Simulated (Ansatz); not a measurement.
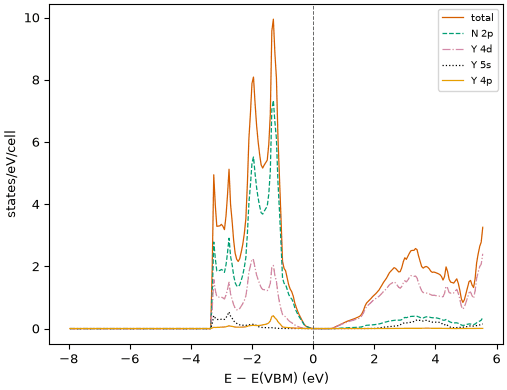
*Total and projected density of states of YN in space group P6_3/mmc (No. 194; Y on 2d, N on 2c), plane-wave PAW LDA (Ansatz code)*

Task: Which orbitals carry the states next to the gap?

Result: Top 1 eV of the valence band: N 2p 79 %, Y 4d 17 %. Bottom 1 eV of the conduction band: Y 4d 88 %, N 2p 10 %. Projections are on Löwdin-orthogonalised atomic valence shells; empty p or d shells of many metals are not among them.

Task: Where is the tallest occupied peak in this window, and what makes it?

Result: Near -1.3 eV, about 9.9 states/eV per cell; the largest projected share is N 2p.

The first step of the workflow began from a Materials Project structure, measured or hypothetical; the Crystallography Open Database copy checked does not list it. COD files the formula under space group No. 225. Its standing as an ambient phase is unchecked. Symmetry was held in the LDA relaxation; whether a distortion lowers the energy is not shown. No spin polarisation was allowed. Scalar-relativistic: spin–orbit coupling is off unless named, which matters more the heavier the elements.

Potentials: the later of the program's two PAW sets.
